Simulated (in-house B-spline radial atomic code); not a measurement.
Br²⁶⁺ (Z = 35, 9 electrons); electrons: [He] 2s2 2p5 (high spin). All numbers are computed, not measured: scalar-relativistic (spin-free one-electron X2C) BP86, spin-polarised, spherical fractional occupations, Fermi nucleus, basis-set limit (an in-house B-spline radial code). Radial functions and radii carry no picture-change correction.

Wanted: the number of electrons inside radius r (solid) and the radial density 4πr²ρ (dashed).

The count levels off at 9 electrons. Half of them lie within 0.132 bohr, 90 % within 0.251 bohr and 99 % within 0.374 bohr. The radial density has a minimum at 0.068 bohr, where the count stands at 2.2; this parts the shells that the density resolves.

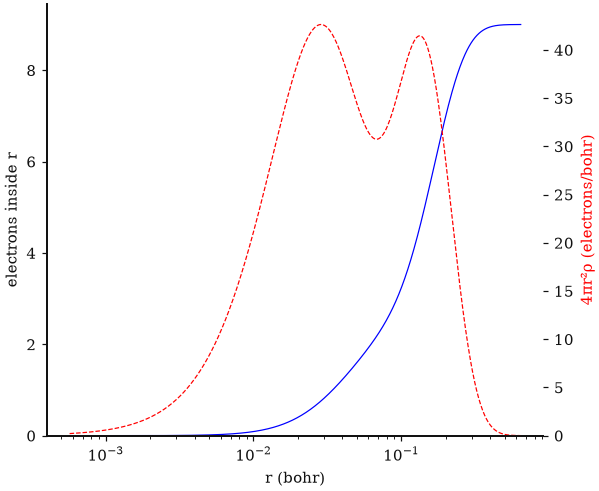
